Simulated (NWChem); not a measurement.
**C3HClF+ (SMILES Fc1c[c+]1Cl): levels of theory compared**

We compute a comparison of 3 runs (HF/STO-3G, HF/3-21G, B3LYP/6-31G*) of C3HClF+. 

The calculation is run with NWChem 7.3.0.

## Step 1: The molecule

C3HClF+: 6 atoms, total charge +1, spin state singlet. As SMILES, `Fc1c[c+]1Cl`. The coordinates come from a GFN2-xTB relaxation.

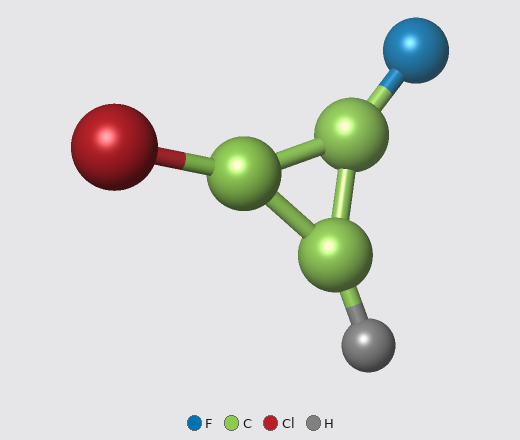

Viewed from a chosen angle; fluorine blue, carbon green, chlorine red, hydrogen grey.

## Step 2: Energy and gradient at HF/STO-3G (run 1)

c3hclf.xyz

```xyz
6
C3HClF hf
F      0.071280    -2.041020    -0.358240
C      0.054580    -0.807250    -0.098410
C      0.411420     0.232150     0.717050
C     -0.349060     0.497920    -0.444220
Cl    -1.099560     1.531580    -1.417380
H      0.911330     0.586630     1.601200
```

c3hclf.nw

```
start c3hclf
title "C3HClF hf"
memory total 2200 mb
charge 1

geometry noautosym nocenter noautoz
load format xyz c3hclf.xyz
end

basis "ao basis" spherical bse
* library STO-3G
end

scf
thresh 1e-08
maxiter 80
print medium
end

task scf gradient
```

Command:

```
$ nwchem c3hclf.nw > c3hclf.out
```

What it wrote:

```text
[...]
  functions       =    30
[...]
  wavefunction    = RHF
[...]
         Total SCF energy =   -665.046040388508
      One-electron energy =  -1276.161769135565
      Two-electron energy =    424.458260473765
 Nuclear repulsion energy =    186.657468273293
        Time for solution =      1.2s
[...]
                         RHF ENERGY GRADIENTS
    atom               coordinates                        gradient
                 x          y          z           x          y          z
   1 F       0.134700  -3.856969  -0.676975   -0.000777   0.053655   0.011234
   2 C       0.103141  -1.525481  -0.185968    0.010153  -0.055744   0.003158
   3 C       0.777471   0.438700   1.355028    0.020599  -0.011101   0.030599
   4 C      -0.659628   0.940932  -0.839454   -0.065349   0.081564  -0.086096
   5 Cl     -2.077867   2.894267  -2.678460    0.043324  -0.060614   0.055762
   6 H       1.722164   1.108570   3.025829   -0.007950  -0.007759  -0.014657
[...]
```

It took 2.1 s on 1 thread of AMD EPYC 9R14 (Zen 4), shared host; peak memory 0.099 GiB.

## Step 3: Energy and gradient at HF/3-21G (run 2)

Changes to c3hclf.xyz since step 2:

```diff
@@ -1,3 +1,3 @@
 6
-C3HClF hf
+
 F      0.071280    -2.041020    -0.358240
```

run.py

```python
from ase.io import read
from ase.calculators.nwchem import NWChem

molecule = read('c3hclf.xyz')

calc = NWChem(
    label='c3hclf',
    theory='scf',
    memory='2200 mb',
    basis='3-21G',
    basispar='spherical bse',
    charge=1,
    scf={'nopen': '0', 'rhf': None, 'thresh': '1e-08', 'maxiter': '80'},
)
molecule.calc = calc

forces = molecule.get_forces()
print("Total energy (eV):", round(molecule.get_potential_energy(), 6))
print("forces (eV/A):")
for s, f in zip(molecule.symbols, forces):
    print(f"{s:2s} {f[0]:10.5f} {f[1]:10.5f} {f[2]:10.5f}")
print("dipole (e A):", molecule.get_dipole_moment().round(4))
```

Command:

```
$ export ASE_NWCHEM_COMMAND="nwchem PREFIX.nwi > PREFIX.nwo"
$ python run.py
```

What it wrote:

```text
Total energy (eV): -18212.804348
forces (eV/A):
F     0.04134   -1.27604   -0.23155
C    -0.46408    3.75469    0.14023
C    -0.76141   -0.27110   -1.29316
C     2.91378   -4.31004    3.67190
Cl   -1.46651    2.11802   -1.86734
H    -0.26313   -0.01548   -0.42012
dipole (e A): [0.0031 0.292  0.0722]
```

The calculator wrote c3hclf.nwi:

```
title "c3hclf"

permanent_dir c3hclf

scratch_dir c3hclf

start c3hclf

geometry units angstrom nocenter noautosym noautoz
  F  7.1279999999999996e-02 -2.0410200000000001e+00 -3.5824000000000000e-01
  C  5.4579999999999997e-02 -8.0725000000000002e-01 -9.8409999999999997e-02
  C  4.1142000000000001e-01 2.3215000000000000e-01 7.1704999999999997e-01
  C  -3.4905999999999998e-01 4.9791999999999997e-01 -4.4422000000000000e-01
  Cl -1.0995600000000001e+00 1.5315799999999999e+00 -1.4173800000000001e+00
  H  9.1132999999999997e-01 5.8662999999999998e-01 1.6012000000000000e+00
end

charge 1

memory 2200 mb

basis spherical bse noprint
   * library 3-21G
end

scf
  nopen 0
  rhf
  thresh 1e-08
  maxiter 80
end

task scf gradient
```

c3hclf.nwo:

```text
Northwest Computational Chemistry Package (NWChem) 7.3.0
             --------------------------------------------------------

           Job information
           ---------------

    nwchem branch   = 7.3.0
    use scalapack   = T
    input           = c3hclf.nwi
    prefix          = c3hclf.
    data base       = c3hclf/c3hclf.db
    status          = startup
    nproc           =        1

           Memory information
           ------------------

[... 5 lines left out ...]
    hardfail = no
[... 137 lines left out ...]
         Quadratically convergent ROHF
[... 15 lines left out ...]
       Final RHF  results
[... 4 lines left out ...]
      Two-electron energy =    425.629711678297
[... 41 lines left out ...]
                       ROHF Final Molecular Orbital Analysis
[... 212 lines left out ...]
                 ----------------------------------------
                 |  Time  |  1-e(secs)   |  2-e(secs)   |
                 ----------------------------------------
                 |  CPU   |       0.00   |       0.30   |
                 ----------------------------------------
                 |  WALL  |       0.00   |       0.30   |
                 ----------------------------------------

 Task  times  cpu:        1.8s     wall:        1.8s
 Total times  cpu:        1.8s     wall:        1.8s
```

Run time: 2.9 s. Hardware: 1 thread of AMD EPYC 9R14 (Zen 4), shared host; peak memory 0.098 GiB.

## Step 4: Energy and forces at B3LYP/6-31G(d) (Cartesian functions) (run 3)

run.py

```python
from ase import Atoms
from ase.calculators.nwchem import NWChem

system = Atoms(['F', 'C', 'C', 'C', 'Cl', 'H'], positions=[
    [0.071280, -2.041020, -0.358240],
    [0.054580, -0.807250, -0.098410],
    [0.411420, 0.232150, 0.717050],
    [-0.349060, 0.497920, -0.444220],
    [-1.099560, 1.531580, -1.417380],
    [0.911330, 0.586630, 1.601200],
])

calc = NWChem(
    label='c3hclf',
    theory='dft',
    memory='2200 mb',
    basis='6-31G*',
    charge=1,
    dft={'xc': 'b3lyp', 'mult': '1', 'grid': 'xfine', 'convergence': 'energy 1e-08', 'iterations': '100', 'mulliken': None},
)
system.calc = calc

forces = system.get_forces()
print("Total energy (eV):", round(system.get_potential_energy(), 6))
print("forces (eV/A):")
for s, f in zip(system.symbols, forces):
    print(f"{s:2s} {f[0]:10.5f} {f[1]:10.5f} {f[2]:10.5f}")
print("dipole (e A):", system.get_dipole_moment().round(4))
```

Command:

```
$ export ASE_NWCHEM_COMMAND="nwchem PREFIX.nwi > PREFIX.nwo"
$ python run.py
```

What it wrote:

```text
Total energy (eV): -18355.21983
forces (eV/A):
F     0.05569   -0.51021   -0.03096
C    -0.36247    1.82733   -0.14671
C    -0.59614   -0.29069   -1.02829
C     1.31178   -2.11566    1.60437
Cl   -0.55634    0.86862   -0.68957
H     0.14753    0.22060    0.29115
dipole (e A): [-0.0813  0.2665 -0.0695]
```

The calculator wrote c3hclf.nwi:

```
title "c3hclf"

permanent_dir c3hclf

scratch_dir c3hclf

start c3hclf

geometry units angstrom nocenter noautosym noautoz
  F  7.1279999999999996e-02 -2.0410200000000001e+00 -3.5824000000000000e-01
  C  5.4579999999999997e-02 -8.0725000000000002e-01 -9.8409999999999997e-02
  C  4.1142000000000001e-01 2.3215000000000000e-01 7.1704999999999997e-01
  C  -3.4905999999999998e-01 4.9791999999999997e-01 -4.4422000000000000e-01
  Cl -1.0995600000000001e+00 1.5315799999999999e+00 -1.4173800000000001e+00
  H  9.1132999999999997e-01 5.8662999999999998e-01 1.6012000000000000e+00
end

charge 1

memory 2200 mb

basis noprint
   * library 6-31G*
end

dft
  xc b3lyp
  mult 1
  grid xfine
  convergence energy 1e-08
  iterations 100
  mulliken
end

task dft gradient
```

c3hclf.nwo:

```text
Northwest Computational Chemistry Package (NWChem) 7.3.0
             --------------------------------------------------------

           Job information
           ---------------

    nwchem branch   = 7.3.0
    use scalapack   = T
    input           = c3hclf.nwi
    prefix          = c3hclf.
    data base       = c3hclf/c3hclf.db
    status          = startup
    nproc           =        1

           Memory information
           ------------------

[... 5 lines left out ...]
    hardfail = no
[... 106 lines left out ...]
  convergence criterion.
[... 43 lines left out ...]
          Spatial weights used:  Erf1
[... 34 lines left out ...]
 1-e energy   =   -1268.566082
[... 44 lines left out ...]
           Coulomb energy =      480.895731201213
[... 637 lines left out ...]
          Convergence on density requested:  1.00D-05
[... 29 lines left out ...]
          total energy or number of iterations.
[... 37 lines left out ...]
                 ----------------------------------------
                 |  Time  |  1-e(secs)   |  2-e(secs)   |
                 ----------------------------------------
                 |  CPU   |       0.00   |       2.08   |
                 ----------------------------------------
                 |  WALL  |       0.00   |       2.08   |
                 ----------------------------------------

 Task  times  cpu:       19.8s     wall:       19.8s
 Total times  cpu:       19.8s     wall:       19.8s
```

It took 21 s on 1 thread of AMD EPYC 9R14 (Zen 4), shared host; peak memory 0.14 GiB.

## Step 5: The series

```
run                               level  Cartesian functions  iteration cap  energy (Eh)  HOMO energy (eV)  LUMO energy (eV)  HOMO–LUMO gap (eV)  wall time
  1                           HF/STO-3G                   no             80  -665.046040            -17.69             -1.84               15.85      2.1 s
  2                            HF/3-21G                   no             80  -669.308220            -18.61             -4.04               14.58      2.9 s
  3  B3LYP/6-31G* (Cartesian functions)                  yes            100  -674.541893            -14.95             -7.97                6.98       21 s
```

## Step 6: Outcome

| quantity | value |
| --- | --- |
| run 3: total energy | -674.54189 Eh |
| run 3: HOMO energy | -14.95 eV |
| run 3: LUMO energy | -7.97 eV |
| run 3: HOMO–LUMO gap | 6.98 eV |
| run 3: largest force on an atom | 2.962 eV/Å |

The HOMO–LUMO gap runs from 6.98 eV (B3LYP/6-31G*) to 15.85 eV (HF/STO-3G). The two ends differ in method and basis. In run 1 the basis is minimal, so the values are rough. All runs together took 26 s, the longest 21 s.
